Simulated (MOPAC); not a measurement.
## Property calculation, with input and output: BSiHCl₄ (charge +1) (part 2 of 2)

BSiHCl₄, charge +1, multiplicity 2; PM7, unrestricted, dispersion built in, COSMO solvent thf (MOPAC 23.2.5). The geometry is that of the parent species in another charge or spin state. The geometry: force field.

Geometry of the input (Å):
```
Cl -0.3461  -2.2647  1.3124
B  0.5914  -0.9596  0.3939
Si -0.3019  0.6351  -0.3157
Cl -1.6808  0.0879  -1.6716
Cl 1.1527  1.8273  -1.2815
Cl -1.1357  1.7190  1.2744
H  1.7816  -1.1130  0.2422
```

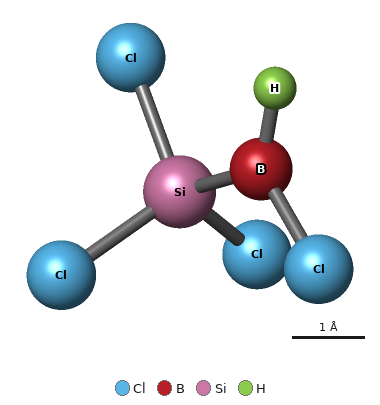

The structure (ball-and-stick view, seen at a tilt).

The program's output, continued:
```
 ------------------------------------------------------------------------------
 XZ Si    3   0.039877
 Z2 Si    3  -0.004753   0.049041
 YZ Si    3   0.002583   0.006098   0.042666
 XY Si    3  -0.001155  -0.002651   0.009117   0.045545
  S Cl    4   0.076098   0.017897   0.030935   0.031527   1.980357
 PX Cl    4   0.056962   0.127241   0.107073   0.021476  -0.067747   1.595760
 PY Cl    4   0.098750   0.049291  -0.117723  -0.119552  -0.027803  -0.112766
 PZ Cl    4   0.051273  -0.126942   0.018922   0.102460  -0.067050  -0.319122
 X2 Cl    4   0.000058   0.001061  -0.000152  -0.000093   0.000080   0.011109
 XZ Cl    4   0.001492  -0.000513   0.000221   0.000124   0.001290   0.015038
 Z2 Cl    4  -0.000141  -0.000924   0.000154  -0.000048   0.000932  -0.004353
 YZ Cl    4  -0.000488  -0.000125   0.000489  -0.000731  -0.000270   0.003087
 XY Cl    4  -0.000566   0.001192  -0.000835   0.000400  -0.000179   0.001877
  S Cl    5  -0.049520  -0.016840  -0.039489   0.061434  -0.007272  -0.020472
 PX Cl    5   0.051488  -0.018233   0.114417  -0.052098   0.023007   0.095677
 PY Cl    5   0.117264  -0.022849  -0.013412  -0.001697   0.014861   0.070897
 PZ Cl    5   0.055155  -0.128220   0.033162   0.114124  -0.007852   0.054835
 X2 Cl    5   0.000412   0.000748   0.000079   0.000291   0.000941   0.002249
 XZ Cl    5   0.000269   0.001215  -0.000701  -0.000669   0.000136   0.001275
 Z2 Cl    5   0.000268  -0.000216   0.000900   0.000803  -0.000394  -0.008138
 YZ Cl    5   0.000063   0.001330   0.001058   0.000468  -0.000148   0.002274
 XY Cl    5  -0.000095   0.001515  -0.000379   0.000573   0.001862   0.018014
  S Cl    6  -0.047711   0.033080   0.062262  -0.031372  -0.007410  -0.012522
 PX Cl    6   0.088138   0.110481   0.100582   0.049106  -0.006022   0.104095
 PY Cl    6   0.101412  -0.138087   0.029174  -0.028036   0.013221  -0.065839
 PZ Cl    6   0.068609   0.057643  -0.079938   0.101264   0.023629  -0.044588
 X2 Cl    6   0.000570  -0.000695   0.000760   0.000595   0.000239  -0.002102
 XZ Cl    6   0.000121  -0.000067  -0.000521  -0.000631   0.000102  -0.009691
 Z2 Cl    6   0.000195  -0.000172  -0.000036  -0.000163   0.001085   0.004542
 YZ Cl    6  -0.000272  -0.000462   0.000436  -0.000514   0.001661   0.004890
 XY Cl    6  -0.000078  -0.001286   0.000178   0.001238  -0.000099  -0.005429
  S  H    7   0.034295  -0.039934  -0.012724  -0.091111  -0.006492  -0.014367

              PY Cl  4   PZ Cl  4   X2 Cl  4   XZ Cl  4   Z2 Cl  4   YZ Cl  4
 ------------------------------------------------------------------------------
 PY Cl    4   1.881161
 PZ Cl    4  -0.115993   1.602044
 X2 Cl    4   0.000753   0.002133   0.000329
 XZ Cl    4   0.002299   0.014336   0.000378   0.000941
 Z2 Cl    4   0.000610   0.011804  -0.000038   0.000207   0.000361
 YZ Cl    4   0.010286   0.002195   0.000032   0.000208   0.000111   0.000367
 XY Cl    4   0.009755   0.002872   0.000113   0.000201  -0.000054   0.000223
  S Cl    5  -0.011929  -0.012331   0.000885   0.000583  -0.000320   0.000138
 PX Cl    5   0.092836  -0.025680  -0.002151  -0.006326   0.007452  -0.003485
 PY Cl    5   0.028770  -0.063877  -0.013824  -0.004175   0.003886  -0.002280
 PZ Cl    5  -0.011030   0.098533  -0.001385   0.010284   0.004762   0.005906
 X2 Cl    5   0.012652   0.001586  -0.000095   0.000044   0.000043   0.000233
 XZ Cl    5   0.002886  -0.010618  -0.000120  -0.000527  -0.000136  -0.000238
 Z2 Cl    5  -0.005553  -0.002851  -0.000158  -0.000184   0.000003  -0.000096
 YZ Cl    5  -0.001030  -0.006914  -0.000231  -0.000505  -0.000149  -0.000106
 XY Cl    5   0.004581   0.004106   0.000382   0.000663   0.000042   0.000214
  S Cl    6  -0.011388  -0.019762   0.000332   0.000662   0.000906   0.001618
 PX Cl    6   0.000882   0.069040   0.003588   0.008855  -0.004644  -0.003722
 PY Cl    6   0.021192   0.062069  -0.003763  -0.004725  -0.012492  -0.002938
 PZ Cl    6   0.090413   0.095794   0.003564  -0.007844  -0.006794  -0.015993
 X2 Cl    6   0.001779  -0.004346  -0.000065  -0.000129  -0.000160   0.000026
 XZ Cl    6   0.003546   0.002763  -0.000187  -0.000529  -0.000016  -0.000198
 Z2 Cl    6   0.012528   0.008058   0.000069   0.000279   0.000027   0.000309
 YZ Cl    6   0.002832   0.016727   0.000266   0.000698   0.000311   0.000264
 XY Cl    6  -0.001182   0.003168  -0.000238  -0.000411  -0.000051  -0.000045
  S  H    7   0.018229   0.008069   0.003564   0.006174  -0.000792  -0.000675

              XY Cl  4    S Cl  5   PX Cl  5   PY Cl  5   PZ Cl  5   X2 Cl  5
 ------------------------------------------------------------------------------
 XY Cl    4   0.000367
  S Cl    5   0.001846   1.983279
 PX Cl    5  -0.017121   0.061674   1.645203
 PY Cl    5  -0.004735   0.049906  -0.259378   1.725695
 PZ Cl    5  -0.003133  -0.041168   0.210735   0.176803   1.800011
 X2 Cl    5   0.000227  -0.000152  -0.007679   0.007473   0.001083   0.000331
 XZ Cl    5  -0.000235  -0.000735   0.010122   0.003631  -0.009136  -0.000134
 Z2 Cl    5  -0.000115  -0.000110   0.005323   0.005970   0.006036  -0.000028
 YZ Cl    5  -0.000078  -0.001079   0.003363   0.008276  -0.010783   0.000103
 XY Cl    5   0.000311   0.000938  -0.012923  -0.010457   0.003406   0.000100
  S Cl    6   0.000224  -0.006601   0.019446   0.008891  -0.014577   0.000429
 PX Cl    6   0.004838  -0.012908   0.052907   0.001766  -0.093409   0.002183
 PY Cl    6  -0.002335   0.007606   0.058679   0.093246  -0.010944   0.000524
 PZ Cl    6  -0.004364   0.020991  -0.063320   0.056842   0.068165  -0.008725
 X2 Cl    6   0.000016   0.000306  -0.000015  -0.000257   0.009294   0.000032
 XZ Cl    6  -0.000206  -0.001817   0.011922   0.000950  -0.014458  -0.000083
 Z2 Cl    6   0.000313   0.000624  -0.011631  -0.001260   0.000197   0.000280
 YZ Cl    6   0.000188   0.000485  -0.001260  -0.009869   0.001326   0.000071
 XY Cl    6  -0.000074   0.000277   0.000755   0.006886   0.000673   0.000073
  S  H    7  -0.002719  -0.006442   0.017008   0.055576  -0.034472  -0.007225

              XZ Cl  5   Z2 Cl  5   YZ Cl  5   XY Cl  5    S Cl  6   PX Cl  6
 ------------------------------------------------------------------------------
 XZ Cl    5   0.000548
 Z2 Cl    5  -0.000002   0.000237
 YZ Cl    5   0.000313   0.000071   0.000460
 XY Cl    5  -0.000339  -0.000250  -0.000320   0.000681
  S Cl    6  -0.001825   0.000324   0.000109   0.000637   1.983128
 PX Cl    6  -0.011398   0.010760  -0.001217   0.002480  -0.036070   1.827567
 PY Cl    6  -0.000768   0.001201   0.007848  -0.008977   0.046518   0.146583
 PZ Cl    6   0.014961   0.002230   0.002116  -0.003253   0.068765   0.201387
 X2 Cl    6  -0.000013   0.000099   0.000055  -0.000105  -0.000716   0.005476
 XZ Cl    6   0.000436   0.000021   0.000317  -0.000431  -0.000529  -0.009238
 Z2 Cl    6  -0.000258  -0.000170  -0.000069   0.000298   0.002419  -0.001282
 YZ Cl    6  -0.000456  -0.000176  -0.000405   0.000494   0.000741   0.002912
 XY Cl    6   0.000224   0.000034   0.000291  -0.000299  -0.000971  -0.011012
  S  H    7  -0.000116  -0.002374  -0.009181  -0.000562  -0.005683  -0.016419

              PY Cl  6   PZ Cl  6   X2 Cl  6   XZ Cl  6   Z2 Cl  6   YZ Cl  6
 ------------------------------------------------------------------------------
 PY Cl    6   1.746300
 PZ Cl    6  -0.267084   1.572749
 X2 Cl    6   0.009332   0.000655   0.000217
 XZ Cl    6   0.003186   0.009627  -0.000050   0.000545
 Z2 Cl    6   0.003104  -0.011500   0.000022  -0.000183   0.000414
 YZ Cl    6  -0.010682  -0.014114  -0.000176  -0.000325   0.000283   0.000715
 XY Cl    6   0.007221   0.002873   0.000081   0.000277  -0.000006  -0.000303
  S  H    7   0.005294  -0.012227  -0.000262  -0.002185  -0.001500   0.002998

              XY Cl  6    S  H  7
 ------------------------------
 XY Cl    6   0.000357
  S  H    7  -0.006018   0.850526

          ATOMIC ORBITAL ELECTRON POPULATIONS

     Atom    s        px        py        pz      x^2-y^2     xz        z^2       yz        xy
    1 Cl   1.98945   1.32564   1.46372   1.78922   0.00053   0.00037   0.00019   0.00075   0.00060
    2  B   0.82951   0.93133   0.55926   0.22634
    3 Si   0.85730   0.82505   0.94550   0.83688   0.04059   0.03988   0.04904   0.04267   0.04554
    4 Cl   1.98036   1.59576   1.88116   1.60204   0.00033   0.00094   0.00036   0.00037   0.00037
    5 Cl   1.98328   1.64520   1.72570   1.80001   0.00033   0.00055   0.00024   0.00046   0.00068
    6 Cl   1.98313   1.82757   1.74630   1.57275   0.00022   0.00055   0.00041   0.00072   0.00036
    7  H   0.85053

          SIGMA-PI BOND-ORDER MATRIX

                 S-SIGMA    P-SIGMA      P-PI     D-SIGMA      D-PI      D-DELL
                 Cl  1      Cl  1      Cl  1      Cl  1      Cl  1      Cl  1
------------------------------------------------------------------------------
 S-SIGMA Cl  1   0.013989
 P-SIGMA Cl  1   0.000000   0.835665
   P-PI  Cl  1   0.000000   0.000000   0.305654
 D-SIGMA Cl  1   0.000000   0.000000   0.000000   0.000000
   D-PI  Cl  1   0.000000   0.000000   0.000000   0.000000   0.000000
  D-DELL Cl  1   0.000000   0.000000   0.000000   0.000000   0.000000   0.000000
 S-SIGMA  B  2   0.004661   0.212817   0.000140   0.000000   0.000000   0.000000
 P-SIGMA  B  2   0.009009   0.596972   0.000290   0.000000   0.000000   0.000000
   P-PI   B  2   0.000019   0.000000   0.259944   0.000000   0.000000   0.000000
 S-SIGMA Si  3   0.000000   0.001908   0.003809   0.000000   0.000000   0.000000
 P-SIGMA Si  3   0.000152   0.002163   0.015218   0.000000   0.000000   0.000000
   P-PI  Si  3   0.000051   0.000258   0.003824   0.000000   0.000000   0.000000
 D-SIGMA Si  3   0.000000   0.000000   0.000000   0.000000   0.000000   0.000000
   D-PI  Si  3   0.000000   0.000000   0.000000   0.000000   0.000000   0.000000
  D-DELL Si  3   0.000000   0.000000   0.000000   0.000000   0.000000   0.000000
 S-SIGMA Cl  4   0.000000   0.000018   0.000017   0.000000   0.000000   0.000000
 P-SIGMA Cl  4   0.000002   0.006971   0.001463   0.000000   0.000000   0.000000
   P-PI  Cl  4   0.000018   0.000683   0.001005   0.000000   0.000000   0.000000
 D-SIGMA Cl  4   0.000000   0.000000   0.000000   0.000000   0.000000   0.000000
   D-PI  Cl  4   0.000000   0.000000   0.000000   0.000000   0.000000   0.000000
  D-DELL Cl  4   0.000000   0.000000   0.000000   0.000000   0.000000   0.000000
 S-SIGMA Cl  5   0.000000   0.000004   0.000021   0.000000   0.000000   0.000000
 P-SIGMA Cl  5   0.000013   0.001733   0.001647   0.000000   0.000000   0.000000
   P-PI  Cl  5   0.000032   0.000033   0.001291   0.000000   0.000000   0.000000
 D-SIGMA Cl  5   0.000000   0.000000   0.000000   0.000000   0.000000   0.000000
   D-PI  Cl  5   0.000000   0.000000   0.000000   0.000000   0.000000   0.000000
  D-DELL Cl  5   0.000000   0.000000   0.000000   0.000000   0.000000   0.000000
 S-SIGMA Cl  6   0.000000   0.000015   0.000013   0.000000   0.000000   0.000000
 P-SIGMA Cl  6   0.000002   0.006599   0.001247   0.000000   0.000000   0.000000
   P-PI  Cl  6   0.000014   0.000794   0.000693   0.000000   0.000000   0.000000
 D-SIGMA Cl  6   0.000000   0.000000   0.000000   0.000000   0.000000   0.000000
   D-PI  Cl  6   0.000000   0.000000   0.000000   0.000000   0.000000   0.000000
  D-DELL Cl  6   0.000000   0.000000   0.000000   0.000000   0.000000   0.000000
 S-SIGMA  H  7   0.000015   0.004698   0.015033   0.000000   0.000000   0.000000

                 S-SIGMA    P-SIGMA      P-PI     S-SIGMA    P-SIGMA      P-PI
                  B  2       B  2       B  2      Si  3      Si  3      Si  3
------------------------------------------------------------------------------
 S-SIGMA  B  2   0.927509
 P-SIGMA  B  2   0.000000   1.592422
   P-PI   B  2   0.000000   0.000000   0.305385
 S-SIGMA Si  3   0.134398   0.149182   0.000008   0.951631
 P-SIGMA Si  3   0.220972   0.307543   0.000325   0.000000   2.513139
   P-PI  Si  3   0.000013   0.000548   0.016838   0.000000   0.000000   0.302629
 D-SIGMA Si  3   0.000000   0.000000   0.000000   0.000000   0.000000   0.000000
   D-PI  Si  3   0.000000   0.000000   0.000000   0.000000   0.000000   0.000000
  D-DELL Si  3   0.000000   0.000000   0.000000   0.000000   0.000000   0.000000
 S-SIGMA Cl  4   0.000426   0.000416   0.000080   0.012456   0.004544   0.000109
 P-SIGMA Cl  4   0.001054   0.000367   0.007564   0.216484   0.653744   0.001503
   P-PI  Cl  4   0.002743   0.002236   0.005044   0.000395   0.001432   0.116183
 D-SIGMA Cl  4   0.000000   0.000000   0.000000   0.000000   0.000000   0.000000
   D-PI  Cl  4   0.000000   0.000000   0.000000   0.000000   0.000000   0.000000
  D-DELL Cl  4   0.000000   0.000000   0.000000   0.000000   0.000000   0.000000
 S-SIGMA Cl  5   0.000362   0.000309   0.000095   0.010312   0.004235   0.000057
 P-SIGMA Cl  5   0.002951   0.000126   0.000555   0.197890   0.642744   0.000934
   P-PI  Cl  5   0.002251   0.001931   0.003928   0.000339   0.001252   0.076059
 D-SIGMA Cl  5   0.000000   0.000000   0.000000   0.000000   0.000000   0.000000
   D-PI  Cl  5   0.000000   0.000000   0.000000   0.000000   0.000000   0.000000
  D-DELL Cl  5   0.000000   0.000000   0.000000   0.000000   0.000000   0.000000
 S-SIGMA Cl  6   0.000358   0.000356   0.000073   0.010366   0.004168   0.000088
 P-SIGMA Cl  6   0.000926   0.000394   0.006792   0.204634   0.642191   0.001580
   P-PI  Cl  6   0.001913   0.001507   0.003805   0.000221   0.001179   0.084422
 D-SIGMA Cl  6   0.000000   0.000000   0.000000   0.000000   0.000000   0.000000
   D-PI  Cl  6   0.000000   0.000000   0.000000   0.000000   0.000000   0.000000
  D-DELL Cl  6   0.000000   0.000000   0.000000   0.000000   0.000000   0.000000
 S-SIGMA  H  7   0.341524   0.521236   0.000314   0.009229   0.011275   0.000162

                 D-SIGMA      D-PI      D-DELL    S-SIGMA    P-SIGMA      P-PI
                 Si  3      Si  3      Si  3      Cl  4      Cl  4      Cl  4
------------------------------------------------------------------------------
 D-SIGMA Si  3   0.000000
   D-PI  Si  3   0.000000   0.000000
  D-DELL Si  3   0.000000   0.000000   0.000000
 S-SIGMA Cl  4   0.000000   0.000000   0.000000   0.019796
 P-SIGMA Cl  4   0.000000   0.000000   0.000000   0.000000   0.936609
   P-PI  Cl  4   0.000000   0.000000   0.000000   0.000000   0.000000   0.169058
 D-SIGMA Cl  4   0.000000   0.000000   0.000000   0.000000   0.000000   0.000000
   D-PI  Cl  4   0.000000   0.000000   0.000000   0.000000   0.000000   0.000000
  D-DELL Cl  4   0.000000   0.000000   0.000000   0.000000   0.000000   0.000000
 S-SIGMA Cl  5   0.000000   0.000000   0.000000   0.000053   0.000623   0.000090
 P-SIGMA Cl  5   0.000000   0.000000   0.000000   0.000691   0.021905   0.003920
   P-PI  Cl  5   0.000000   0.000000   0.000000   0.000121   0.001308   0.014071
 D-SIGMA Cl  5   0.000000   0.000000   0.000000   0.000000   0.000000   0.000000
   D-PI  Cl  5   0.000000   0.000000   0.000000   0.000000   0.000000   0.000000
  D-DELL Cl  5   0.000000   0.000000   0.000000   0.000000   0.000000   0.000000
 S-SIGMA Cl  6   0.000000   0.000000   0.000000   0.000055   0.000601   0.000076
 P-SIGMA Cl  6   0.000000   0.000000   0.000000   0.000664   0.019692   0.006199
   P-PI  Cl  6   0.000000   0.000000   0.000000   0.000106   0.003142   0.014546
 D-SIGMA Cl  6   0.000000   0.000000   0.000000   0.000000   0.000000   0.000000
   D-PI  Cl  6   0.000000   0.000000   0.000000   0.000000   0.000000   0.000000
  D-DELL Cl  6   0.000000   0.000000   0.000000   0.000000   0.000000   0.000000
 S-SIGMA  H  7   0.000000   0.000000   0.000000   0.000042   0.000185   0.000419

                 D-SIGMA      D-PI      D-DELL    S-SIGMA    P-SIGMA      P-PI
                 Cl  4      Cl  4      Cl  4      Cl  5      Cl  5      Cl  5
------------------------------------------------------------------------------
 D-SIGMA Cl  4   0.000000
   D-PI  Cl  4   0.000000   0.000000
  D-DELL Cl  4   0.000000   0.000000   0.000000
 S-SIGMA Cl  5   0.000000   0.000000   0.000000   0.016912
 P-SIGMA Cl  5   0.000000   0.000000   0.000000   0.000000   0.901233
   P-PI  Cl  5   0.000000   0.000000   0.000000   0.000000   0.000000   0.117401
 D-SIGMA Cl  5   0.000000   0.000000   0.000000   0.000000   0.000000   0.000000
   D-PI  Cl  5   0.000000   0.000000   0.000000   0.000000   0.000000   0.000000
  D-DELL Cl  5   0.000000   0.000000   0.000000   0.000000   0.000000   0.000000
 S-SIGMA Cl  6   0.000000   0.000000   0.000000   0.000044   0.000581   0.000089
 P-SIGMA Cl  6   0.000000   0.000000   0.000000   0.000576   0.019436   0.001982
   P-PI  Cl  6   0.000000   0.000000   0.000000   0.000089   0.002401   0.011854
 D-SIGMA Cl  6   0.000000   0.000000   0.000000   0.000000   0.000000   0.000000
   D-PI  Cl  6   0.000000   0.000000   0.000000   0.000000   0.000000   0.000000
  D-DELL Cl  6   0.000000   0.000000   0.000000   0.000000   0.000000   0.000000
 S-SIGMA  H  7   0.000000   0.000000   0.000000   0.000041   0.003707   0.000859

                 D-SIGMA      D-PI      D-DELL    S-SIGMA    P-SIGMA      P-PI
                 Cl  5      Cl  5      Cl  5      Cl  6      Cl  6      Cl  6
------------------------------------------------------------------------------
 D-SIGMA Cl  5   0.000000
   D-PI  Cl  5   0.000000   0.000000
  D-DELL Cl  5   0.000000   0.000000   0.000000
 S-SIGMA Cl  6   0.000000   0.000000   0.000000   0.016913
 P-SIGMA Cl  6   0.000000   0.000000   0.000000   0.000000   0.913057
   P-PI  Cl  6   0.000000   0.000000   0.000000   0.000000   0.000000   0.126990
 D-SIGMA Cl  6   0.000000   0.000000   0.000000   0.000000   0.000000   0.000000
   D-PI  Cl  6   0.000000   0.000000   0.000000   0.000000   0.000000   0.000000
  D-DELL Cl  6   0.000000   0.000000   0.000000   0.000000   0.000000   0.000000
 S-SIGMA  H  7   0.000000   0.000000   0.000000   0.000032   0.000144   0.000303

                 D-SIGMA      D-PI      D-DELL    S-SIGMA
                 Cl  6      Cl  6      Cl  6       H  7
------------------------------------------------------
 D-SIGMA Cl  6   0.000000
   D-PI  Cl  6   0.000000   0.000000
  D-DELL Cl  6   0.000000   0.000000   0.000000
 S-SIGMA  H  7   0.000000   0.000000   0.000000   0.909219

                    (SZ)    =    0.500000
                    (S**2)  =    0.754635

          ATOMIC ORBITAL SPIN POPULATIONS

    Atom   Total    s     px     py     pz   x^2-y^2  xz     z^2    yz     xy
         Atomic
    1 Cl  0.7649  0.003  0.516  0.229  0.017 -0.000 -0.000 -0.000 -0.000 -0.000
    2  B  0.0138 -0.014  0.033  0.002 -0.007
    3 Si  0.1102  0.015  0.020  0.062  0.014 -0.000 -0.000 -0.000 -0.000 -0.000
    4 Cl  0.0124  0.000  0.001  0.011 -0.000  0.000 -0.000  0.000  0.000  0.000
    5 Cl  0.0036  0.000  0.003  0.001 -0.000  0.000  0.000 -0.000 -0.000  0.000
    6 Cl  0.0094  0.000  0.002  0.006  0.001  0.000  0.000  0.000  0.000 -0.000
    7  H  0.0858  0.086

          BONDING CONTRIBUTION OF EACH ALPHA M.O.

  0.0881  0.2082  0.0914  0.0805  0.8397  0.7604  0.7730  0.7936  0.4987  0.6868
  0.1367  0.2494  0.1440  0.2293  0.1323  0.1139  0.0661  0.4519 -0.5820 -0.9794
 -0.9763 -0.5991 -0.8516 -0.9752 -0.9564 -0.0722 -0.0745 -0.0861 -0.0876 -0.0911
 -0.0014 -0.0010 -0.0001 -0.0001 -0.0003 -0.0011 -0.0007 -0.0005 -0.0010 -0.0005
 -0.0003 -0.0002 -0.0005 -0.0003 -0.0005 -0.0008 -0.0005 -0.0022 -0.0002 -0.0003

          BONDING CONTRIBUTION OF EACH BETA  M.O.

  0.2297  0.0927  0.0810  0.1433  0.8328  0.7739  0.8346  0.8006  0.6976  0.8686
  0.1481  0.1615  0.2333  0.1418  0.1314  0.0662  0.5444 -0.6212 -0.5714 -0.9813
 -0.8234 -0.6930 -0.8576 -0.9303 -0.8767 -0.0732 -0.0746 -0.0881 -0.0877 -0.0903
 -0.0015 -0.0003 -0.0008 -0.0001 -0.0001 -0.0011 -0.0006 -0.0005 -0.0010 -0.0006
 -0.0002 -0.0002 -0.0005 -0.0003 -0.0005 -0.0008 -0.0005 -0.0021 -0.0002 -0.0003

            (VALENCIES)   BOND ORDERS

     1 Cl     (1.922)     2  B 1.101     3 Si 0.041     7  H 0.021     4 Cl 0.011

     2  B     (2.959)     1 Cl 1.101     7  H 0.876     3 Si 0.875     4 Cl 0.021     6 Cl 0.017     5 Cl 0.013

     3 Si     (4.252)     4 Cl 1.154     6 Cl 1.077     5 Cl 1.056     2  B 0.875     1 Cl 0.041     7  H 0.033

     4 Cl     (1.272)     3 Si 1.154     6 Cl 0.047     5 Cl 0.045     2  B 0.021     1 Cl 0.011

     5 Cl     (1.151)     3 Si 1.056     4 Cl 0.045     6 Cl 0.039     2  B 0.013

     6 Cl     (1.183)     3 Si 1.077     4 Cl 0.047     5 Cl 0.039     2  B 0.017

     7  H     (0.978)     2  B 0.876     3 Si 0.033     1 Cl 0.021

 *                    *
 * JOB ENDED NORMALLY *
 *                    *

 TOTAL JOB TIME:             0.13 SECONDS

 == MOPAC DONE ==
```
